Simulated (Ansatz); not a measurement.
**WH₂OF₄: molecular dynamics (part 5 of 5)**

The same run, continued: WH₂OF₄; RHF/def2-SVP (Ansatz 0.2.0). It belongs to a series of runs on one base structure; here: dynamics from the highest image of the converged band.

Geometry of the input (Å):
```
W  -0.1245  -0.0427  -0.2169
F  0.3688  0.1438  1.8049
H  1.1742  0.2236  0.8396
O  -0.1408  1.7630  -0.3973
H  0.1489  2.6618  -0.4112
F  -1.7148  -0.3592  0.6827
F  0.5464  -1.7605  -0.1351
F  -0.0830  -0.2627  -2.0673
```

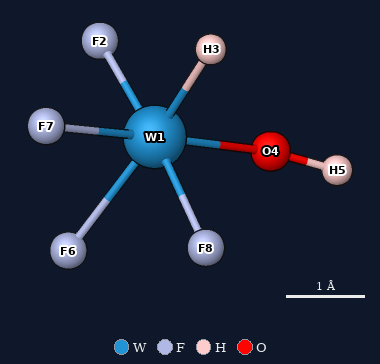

Fig. 1: The geometry at step 176 of the log (ball-and-stick view, seen at a tilt; atoms are numbered from 1 in the order of the input).

**Trajectory as extended XYZ, continued**
```
8
Properties=species:S:1:pos:R:3:forces:R:3 step=149 time_fs=74.5 energy=-14691.11556 temperature=1573.6
W    -0.0380   -0.0132   -0.1488   -1.6189   0.0270  -0.1992
F     0.3595    0.1489    1.6234    0.5007   0.1914   0.2161
H     1.4525    0.0097   -0.7614    2.0525  -0.1583  -0.6649
O    -0.2709    1.7404   -0.4400   -0.0112   0.4401   0.5290
H    -0.5751    2.5714   -0.7675    0.1477   0.1784  -0.1430
F    -1.7675   -0.5292    0.1695   -1.7136  -0.4959   0.2943
F     0.2992   -1.8237   -0.1052    0.5414  -0.2741   0.3695
F    -0.4768   -0.2843   -1.9214    0.1014   0.0914  -0.4017
8
Properties=species:S:1:pos:R:3:forces:R:3 step=151 time_fs=75.5 energy=-14691.08641 temperature=1536.3
W    -0.0359   -0.0130   -0.1460   -2.4387   0.1940  -1.3403
F     0.3557    0.1476    1.5982    0.7266   0.2830   1.2978
H     1.4539    0.0282   -0.7422    2.2201  -0.2108  -0.7573
O    -0.2726    1.7522   -0.4409    0.0112   0.1305   0.5740
H    -0.5699    2.5898   -0.7690    0.2056  -0.0656  -0.0686
F    -1.7727   -0.5358    0.1614   -1.5100  -0.4090   0.3301
F     0.2967   -1.8302   -0.1008    0.5666  -0.0160   0.3364
F    -0.4850   -0.2837   -1.9194    0.2186   0.0939  -0.3721
8
Properties=species:S:1:pos:R:3:forces:R:3 step=153 time_fs=76.5 energy=-14691.06160 temperature=1503.7
W    -0.0339   -0.0129   -0.1433   -2.7574   0.2671  -2.8635
F     0.3523    0.1464    1.5737    0.9645   0.3869   2.4999
H     1.4762    0.0447   -0.7300    1.8418  -0.2446  -0.6121
O    -0.2743    1.7641   -0.4415    0.0437  -0.2034   0.6325
H    -0.5627    2.6077   -0.7710    0.2437  -0.2617  -0.0117
F    -1.7787   -0.5426    0.1535   -1.2305  -0.2863   0.3735
F     0.2945   -1.8367   -0.0963    0.5698   0.2425   0.3093
F    -0.4931   -0.2830   -1.9176    0.3244   0.0994  -0.3278
8
Properties=species:S:1:pos:R:3:forces:R:3 step=156 time_fs=78.0 energy=-14690.97025 temperature=1385.0
W    -0.0311   -0.0125   -0.1396   -2.6459   0.2500  -5.5522
F     0.3482    0.1451    1.5395    1.3350   0.5605   4.4540
H     1.5400    0.0650   -0.7217    0.6377  -0.2884  -0.1532
O    -0.2767    1.7817   -0.4417    0.1667  -0.8920   0.7978
H    -0.5476    2.6298   -0.7744    0.2139  -0.2987  -0.0214
F    -1.7888   -0.5530    0.1419   -0.7147  -0.0616   0.4449
F     0.2918   -1.8463   -0.0892    0.5445   0.6175   0.2779
F    -0.5049   -0.2819   -1.9152    0.4627   0.1127  -0.2479
8
Properties=species:S:1:pos:R:3:forces:R:3 step=158 time_fs=79.0 energy=-14690.83324 temperature=1208.7
W    -0.0295   -0.0123   -0.1375   -2.5263   0.1816  -7.3312
F     0.3462    0.1445    1.5194    1.5800   0.6811   5.7699
H     1.5919    0.0751   -0.7187   -0.2059  -0.3148   0.1438
O    -0.2783    1.7928   -0.4412    0.2908  -1.4472   0.9479
H    -0.5349    2.6409   -0.7769    0.1483  -0.1659  -0.0859
F    -1.7960   -0.5600    0.1345   -0.3518   0.0916   0.4919
F     0.2903   -1.8522   -0.0843    0.5193   0.8490   0.2598
F    -0.5126   -0.2811   -1.9137    0.5456   0.1246  -0.1961
8
Properties=species:S:1:pos:R:3:forces:R:3 step=160 time_fs=80.0 energy=-14690.64619 temperature=968.4
W    -0.0279   -0.0120   -0.1357   -2.5292   0.0849  -8.9091
F     0.3451    0.1443    1.5022    1.8068   0.7964   6.9960
H     1.6420    0.0822   -0.7144   -0.8877  -0.3344   0.3585
O    -0.2796    1.8030   -0.4401    0.4139  -1.9648   1.0861
H    -0.5208    2.6505   -0.7802    0.0828  -0.0119  -0.1570
F    -1.8034   -0.5670    0.1274   -0.0057   0.2332   0.5362
F     0.2891   -1.8578   -0.0793    0.4951   1.0585   0.2412
F    -0.5199   -0.2803   -1.9124    0.6240   0.1381  -0.1519
8
Properties=species:S:1:pos:R:3:forces:R:3 step=162 time_fs=81.0 energy=-14690.44966 temperature=715.9
W    -0.0265   -0.0118   -0.1344   -2.6671  -0.0253 -10.1647
F     0.3449    0.1446    1.4885    1.9951   0.8963   8.0287
H     1.6837    0.0861   -0.7066   -1.3623  -0.3450   0.4803
O    -0.2808    1.8121   -0.4384    0.5038  -2.3242   1.1643
H    -0.5059    2.6599   -0.7849    0.0489   0.0474  -0.1885
F    -1.8108   -0.5738    0.1205    0.3068   0.3565   0.5768
F     0.2881   -1.8628   -0.0742    0.4752   1.2414   0.2203
F    -0.5269   -0.2793   -1.9111    0.6996   0.1529  -0.1173
8
Properties=species:S:1:pos:R:3:forces:R:3 step=164 time_fs=82.0 energy=-14690.28892 temperature=509.3
W    -0.0253   -0.0116   -0.1337   -2.9021  -0.1338 -11.0013
F     0.3457    0.1452    1.4789    2.1226   0.9704   8.7645
H     1.7124    0.0868   -0.6944   -1.6382  -0.3467   0.5187
O    -0.2816    1.8197   -0.4360    0.5510  -2.4674   1.1558
H    -0.4905    2.6696   -0.7915    0.0552  -0.0453  -0.1547
F    -1.8181   -0.5805    0.1139    0.5769   0.4588   0.6130
F     0.2874   -1.8672   -0.0689    0.4609   1.3953   0.1958
F    -0.5336   -0.2783   -1.9099    0.7736   0.1687  -0.0919
8
Properties=species:S:1:pos:R:3:forces:R:3 step=167 time_fs=83.5 energy=-14690.18238 temperature=372.2
W    -0.0237   -0.0112   -0.1336   -3.3569  -0.2664 -11.3248
F     0.3489    0.1471    1.4730    2.1598   1.0150   9.1398
H     1.7260    0.0815   -0.6668   -1.7153  -0.3353   0.4448
O    -0.2822    1.8284   -0.4311    0.5857  -2.4004   1.0201
H    -0.4663    2.6828   -0.8037    0.0943  -0.3505  -0.0216
F    -1.8284   -0.5900    0.1045    0.8973   0.5713   0.6583
F     0.2867   -1.8724   -0.0608    0.4499   1.5714   0.1507
F    -0.5428   -0.2767   -1.9081    0.8851   0.1948  -0.0672
8
Properties=species:S:1:pos:R:3:forces:R:3 step=169 time_fs=84.5 energy=-14690.21458 temperature=413.4
W    -0.0228   -0.0110   -0.1343   -3.7193  -0.3248 -10.8845
F     0.3524    0.1490    1.4748    2.0705   0.9950   8.8587
H     1.7147    0.0739   -0.6430   -1.5418  -0.3200   0.3163
O    -0.2821    1.8324   -0.4270    0.6251  -2.3377   0.9148
H    -0.4491    2.6878   -0.8124    0.0999  -0.4998   0.0551
F    -1.8347   -0.5960    0.0988    1.0555   0.6191   0.6819
F     0.2866   -1.8749   -0.0554    0.4490   1.6537   0.1149
F    -0.5484   -0.2754   -1.9070    0.9611   0.2145  -0.0571
8
Properties=species:S:1:pos:R:3:forces:R:3 step=171 time_fs=85.5 energy=-14690.31285 temperature=539.3
W    -0.0222   -0.0108   -0.1356   -4.1629  -0.3584  -9.9526
F     0.3569    0.1515    1.4810    1.8958   0.9370   8.1831
H     1.6887    0.0633   -0.6162   -1.1647  -0.2999   0.1251
O    -0.2817    1.8350   -0.4224    0.6928  -2.3604   0.8439
H    -0.4310    2.6881   -0.8206    0.0749  -0.5088   0.0767
F    -1.8404   -0.6017    0.0933    1.1727   0.6457   0.7004
F     0.2867   -1.8766   -0.0498    0.4527   1.7089   0.0751
F    -0.5535   -0.2741   -1.9059    1.0387   0.2359  -0.0517
8
Properties=species:S:1:pos:R:3:forces:R:3 step=173 time_fs=86.5 energy=-14690.44178 temperature=704.7
W    -0.0217   -0.0106   -0.1374   -4.7318  -0.3711  -8.6100
F     0.3625    0.1544    1.4915    1.6530   0.8476   7.1888
H     1.6517    0.0499   -0.5883   -0.5605  -0.2775  -0.1261
O    -0.2808    1.8361   -0.4173    0.7818  -2.4722   0.8158
H    -0.4121    2.6837   -0.8280    0.0266  -0.3750   0.0361
F    -1.8456   -0.6071    0.0882    1.2545   0.6528   0.7145
F     0.2870   -1.8774   -0.0443    0.4598   1.7368   0.0327
F    -0.5581   -0.2726   -1.9049    1.1166   0.2587  -0.0519
8
Properties=species:S:1:pos:R:3:forces:R:3 step=176 time_fs=88.0 energy=-14690.60476 temperature=914.2
W    -0.0216   -0.0104   -0.1409   -5.8139  -0.3669  -6.0998
F     0.3723    0.1595    1.5137    1.2117   0.6741   5.3251
H     1.5887    0.0247   -0.5496    0.7098  -0.2495  -0.5735
O    -0.2787    1.8350   -0.4087    0.9136  -2.6361   0.7884
H    -0.3836    2.6709   -0.8388   -0.0502  -0.0772  -0.0713
F    -1.8522   -0.6145    0.0813    1.3319   0.6364   0.7283
F     0.2879   -1.8769   -0.0359    0.4712   1.7260  -0.0310
F    -0.5639   -0.2702   -1.9033    1.2259   0.2931  -0.0661
8
Properties=species:S:1:pos:R:3:forces:R:3 step=178 time_fs=89.0 energy=-14690.66895 temperature=997.5
W    -0.0218   -0.0102   -0.1436   -6.4954  -0.3683  -4.3277
F     0.3796    0.1634    1.5321    0.8986   0.5457   3.9862
H     1.5535    0.0050   -0.5300    1.5746  -0.2391  -0.8473
O    -0.2766    1.8323   -0.4024    0.9726  -2.5830   0.7057
H    -0.3650    2.6611   -0.8467   -0.0824   0.0255  -0.0942
F    -1.8557   -0.6191    0.0771    1.3754   0.6215   0.7321
F     0.2888   -1.8755   -0.0303    0.4715   1.6836  -0.0689
F    -0.5670   -0.2683   -1.9023    1.2850   0.3142  -0.0859
8
Properties=species:S:1:pos:R:3:forces:R:3 step=180 time_fs=90.0 energy=-14690.72347 temperature=1068.6
W    -0.0224   -0.0101   -0.1466   -6.8245  -0.4049  -2.6721
F     0.3874    0.1675    1.5525    0.5902   0.4163   2.6715
H     1.5331   -0.0171   -0.5184    2.1179  -0.2259  -1.0164
O    -0.2739    1.8281   -0.3956    0.9991  -2.3357   0.5355
H    -0.3472    2.6514   -0.8554   -0.0972  -0.0156  -0.0365
F    -1.8586   -0.6233    0.0733    1.4314   0.6189   0.7309
F     0.2899   -1.8732   -0.0248    0.4577   1.6148  -0.0990
F    -0.5695   -0.2664   -1.9014    1.3253   0.3321  -0.1139
8
Properties=species:S:1:pos:R:3:forces:R:3 step=182 time_fs=91.0 energy=-14690.79986 temperature=1167.0
W    -0.0234   -0.0100   -0.1498   -6.5578  -0.5161  -1.2532
F     0.3955    0.1719    1.5743    0.2974   0.2920   1.4418
H     1.5326   -0.0413   -0.5165    2.0916  -0.1853  -1.0286
O    -0.2705    1.8224   -0.3886    0.9970  -1.9466   0.3018
H    -0.3304    2.6415   -0.8645   -0.1037  -0.1519   0.0825
F    -1.8607   -0.6272    0.0698    1.5083   0.6391   0.7232
F     0.2913   -1.8702   -0.0193    0.4256   1.5226  -0.1183
F    -0.5713   -0.2642   -1.9005    1.3417   0.3461  -0.1491
8
Properties=species:S:1:pos:R:3:forces:R:3 step=184 time_fs=92.0 energy=-14690.89238 temperature=1285.4
W    -0.0247   -0.0099   -0.1530   -5.7056  -0.7300  -0.1025
F     0.4038    0.1764    1.5968    0.0284   0.1770   0.3343
H     1.5519   -0.0673   -0.5244    1.5030  -0.0943  -0.8931
O    -0.2666    1.8156   -0.3813    0.9745  -1.5264   0.0657
H    -0.3145    2.6301   -0.8727   -0.1112  -0.2764   0.2047
F    -1.8620   -0.6308    0.0668    1.5999   0.6829   0.7083
F     0.2929   -1.8663   -0.0138    0.3774   1.4109  -0.1261
F    -0.5724   -0.2619   -1.8997    1.3336   0.3563  -0.1913
8
Properties=species:S:1:pos:R:3:forces:R:3 step=187 time_fs=93.5 energy=-14690.97350 temperature=1389.3
W    -0.0272   -0.0099   -0.1577   -3.9235  -1.2215   1.2270
F     0.4161    0.1833    1.6307   -0.3166   0.0274  -1.0624
H     1.6047   -0.1074   -0.5514    0.1468   0.1257  -0.5519
O    -0.2597    1.8037   -0.3704    0.9171  -1.0289  -0.1697
H    -0.2928    2.6081   -0.8813   -0.1301  -0.2517   0.2725
F    -1.8625   -0.6355    0.0628    1.7279   0.7708   0.6740
F     0.2956   -1.8592   -0.0058    0.2958   1.2129  -0.1185
F    -0.5728   -0.2581   -1.8987    1.2827   0.3652  -0.2711
8
Properties=species:S:1:pos:R:3:forces:R:3 step=189 time_fs=94.5 energy=-14690.95210 temperature=1362.1
W    -0.0291   -0.0100   -0.1609   -2.8083  -1.6083   1.9440
F     0.4242    0.1879    1.6527   -0.5025  -0.0562  -1.8157
H     1.6436   -0.1330   -0.5766   -0.6750   0.2884  -0.3251
O    -0.2543    1.7949   -0.3632    0.8669  -0.8050  -0.2234
H    -0.2798    2.5904   -0.8838   -0.1437  -0.0737   0.2168
F    -1.8617   -0.6382    0.0606    1.7819   0.8259   0.6455
F     0.2976   -1.8537   -0.0006    0.2510   1.0617  -0.1035
F    -0.5722   -0.2553   -1.8982    1.2297   0.3672  -0.3386
8
Properties=species:S:1:pos:R:3:forces:R:3 step=191 time_fs=95.5 energy=-14690.88195 temperature=1272.3
W    -0.0312   -0.0101   -0.1639   -1.9097  -1.9980   2.5756
F     0.4320    0.1925    1.6738   -0.6531  -0.1276  -2.4363
H     1.6762   -0.1558   -0.6048   -1.2778   0.4333  -0.1378
O    -0.2485    1.7857   -0.3562    0.8074  -0.5937  -0.2338
H    -0.2682    2.5720   -0.8843   -0.1532   0.1597   0.1203
F    -1.8601   -0.6404    0.0588    1.7980   0.8672   0.6141
F     0.2998   -1.8476    0.0047    0.2225   0.8933  -0.0823
F    -0.5710   -0.2523   -1.8978    1.1658   0.3658  -0.4198
8
Properties=species:S:1:pos:R:3:forces:R:3 step=193 time_fs=96.5 energy=-14690.79305 temperature=1158.3
W    -0.0333   -0.0104   -0.1668   -1.2416  -2.3642   3.1413
F     0.4395    0.1970    1.6937   -0.7707  -0.1885  -2.9370
H     1.6967   -0.1745   -0.6345   -1.6481   0.5465   0.0017
O    -0.2421    1.7761   -0.3493    0.7394  -0.2918  -0.2680
H    -0.2581    2.5551   -0.8836   -0.1562   0.3422   0.0516
F    -1.8575   -0.6422    0.0572    1.7708   0.8901   0.5810
F     0.3020   -1.8411    0.0098    0.2134   0.7054  -0.0555
F    -0.5692   -0.2492   -1.8977    1.0931   0.3605  -0.5151
8
Properties=species:S:1:pos:R:3:forces:R:3 step=196 time_fs=98.0 energy=-14690.68398 temperature=1018.1
W    -0.0367   -0.0110   -0.1708   -0.6170  -2.8288   3.8910
F     0.4500    0.2037    1.7206   -0.8936  -0.2635  -3.4962
H     1.6976   -0.1926   -0.6786   -1.8186   0.6465   0.1213
O    -0.2318    1.7615   -0.3393    0.6259   0.4650  -0.4676
H    -0.2457    2.5360   -0.8815   -0.1488   0.3660   0.1097
F    -1.8519   -0.6441    0.0555    1.6455   0.8850   0.5283
F     0.3056   -1.8307    0.0176    0.2374   0.3853  -0.0056
F    -0.5655   -0.2441   -1.8980    0.9693   0.3446  -0.6810
8
Properties=species:S:1:pos:R:3:forces:R:3 step=198 time_fs=99.0 energy=-14690.64662 temperature=969.8
W    -0.0390   -0.0116   -0.1732   -0.4264  -3.0556   4.3442
F     0.4564    0.2079    1.7364   -0.9451  -0.3047  -3.7629
H     1.6766   -0.1970   -0.7068   -1.7002   0.6629   0.1377
O    -0.2244    1.7520   -0.3329    0.5477   1.1170  -0.6761
H    -0.2392    2.5276   -0.8789   -0.1374   0.2473   0.2359
F    -1.8472   -0.6448    0.0546    1.5056   0.8539   0.4897
F     0.3081   -1.8235    0.0227    0.2786   0.1505   0.0332
F    -0.5625   -0.2405   -1.8986    0.8771   0.3287  -0.8017
8
Properties=species:S:1:pos:R:3:forces:R:3 step=200 time_fs=100.0 energy=-14690.63486 temperature=954.4
W    -0.0413   -0.0123   -0.1754   -0.4208  -3.1919   4.7839
F     0.4623    0.2120    1.7503   -0.9762  -0.3402  -3.9614
H     1.6395   -0.1951   -0.7336   -1.3928   0.6348   0.0920
O    -0.2167    1.7432   -0.3270    0.4722   1.7529  -0.8659
H    -0.2340    2.5216   -0.8741   -0.1223   0.1286   0.3557
F    -1.8417   -0.6450    0.0540    1.3224   0.8005   0.4461
F     0.3108   -1.8163    0.0279    0.3406  -0.0937   0.0745
F    -0.5589   -0.2367   -1.8997    0.7769   0.3090  -0.9250
```

**Summary**

- outcome: finished
- mean temperature over the second half: 1005 K
- trajectory: 200 steps, 100 fs
- ensemble: nve
- temperature in the input: 100.0 K
- time step: 0.5 fs
- potential energy (last step): −14690.6349 eV
- mean-field energy (last step): −14690.6349 eV
- largest force (length of the vector) (last step): 5.766 eV/Å
- wall time: 4.9 min (CPU time 9.4 min)
- peak memory: 0.24 GiB

So short a trajectory is not equilibrated.
